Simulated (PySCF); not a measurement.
Potential energy curve for BCl3, SMILES ClB(Cl)Cl. The B1–Cl4 bond (B1 also carries Cl, Cl; Cl4 carries nothing else) is stretched with both fragments frozen at the PBE0/def2-TZVP optimised geometry.

```
4

B      0.0000     0.0000     0.0000
Cl     0.0018    -1.5047    -0.8688
Cl     0.0000     1.5046    -0.8688
Cl     0.0000     0.0000     1.7374
```

Levels: UKS-LDA (SVWN5)/6-31G* = unrestricted LDA (SVWN5)/6-31G*, spherical d run with PySCF; UKS-B3LYP/6-31G* = unrestricted B3LYP/6-31G*, spherical d run with PySCF 2.14.0; UKS-B3LYP/LANL2DZ = unrestricted B3LYP/LANL2DZ, with its core potentials past Ne (PySCF).

Energies are in kJ/mol, each relative to the lowest point of its own curve near equilibrium.

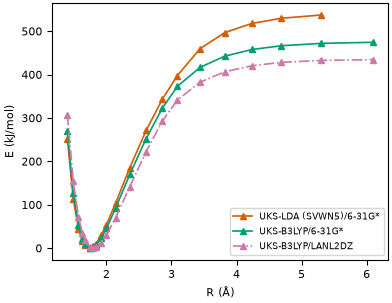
Fig. 1. Energy against bond length for each method.

| R / Å | UKS-LDA (SVWN5)/6-31G* | UKS-B3LYP/6-31G* | UKS-B3LYP/LANL2DZ |
|---|---|---|---|
| 1.40 | 251.3 | 270.0 | 307.7 |
| 1.49 | 113.5 | 126.2 | 153.8 |
| 1.57 | 44.9 | 52.9 | 72.0 |
| 1.63 | 16.6 | 21.6 | 34.8 |
| 1.67 | 6.1 | 9.2 | 18.6 |
| 1.74 | 0.0 | 0.0 | 3.2 |
| 1.80 | 4.1 | 1.8 | 0.0 |
| 1.84 | 10.4 | 6.7 | 1.8 |
| 1.92 | 29.2 | 23.0 | 12.4 |
| 2.00 | 53.7 | 45.3 | 29.8 |
| 2.14 | 103.6 | 91.9 | 69.7 |
| 2.36 | 185.7 | 170.1 | 142.0 |
| 2.61 | 271.2 | 252.4 | 222.5 |
| 2.86 | 343.4 | 322.8 | 293.0 |
| 3.09 | 397.7 | 372.7 | 341.2 |
| 3.44 | 459.7 | 416.8 | 382.7 |
| 3.82 | 496.8 | 442.4 | 406.5 |
| 4.24 | 518.0 | 457.8 | 420.5 |
| 4.69 | 529.8 | 466.5 | 428.2 |
| 5.30 | 537.3 | 471.9 | 432.6 |
| 6.10 | — | 474.4 | 434.4 |

At the longest distance, 6.10 Å, UKS-B3LYP/6-31G* lies highest above its minimum (474.4 kJ/mol) and UKS-B3LYP/LANL2DZ lowest (434.4 kJ/mol).

Dashes: no converged value, or the column stops at the first point that the program doubted or that broke a chosen test of continuity, which isn't proof of a fault.

The unrestricted solution behind UKS-LDA (SVWN5)/6-31G* changes between 5.30 and 6.10 Å, which can leave a kink. The unrestricted determinant behind UKS-LDA (SVWN5)/6-31G* is spin-contaminated at 3.44 to 6.10 Å (<S²> up to 1.2, against 0.00 for a pure singlet). The unrestricted determinant behind UKS-B3LYP/6-31G* is spin-contaminated at 3.09 to 6.10 Å (<S²> up to 0.9, against 0.00 for a pure singlet). The unrestricted determinant behind UKS-B3LYP/LANL2DZ is spin-contaminated at 3.09 to 6.10 Å (<S²> up to 1.0, against 0.00 for a pure singlet).
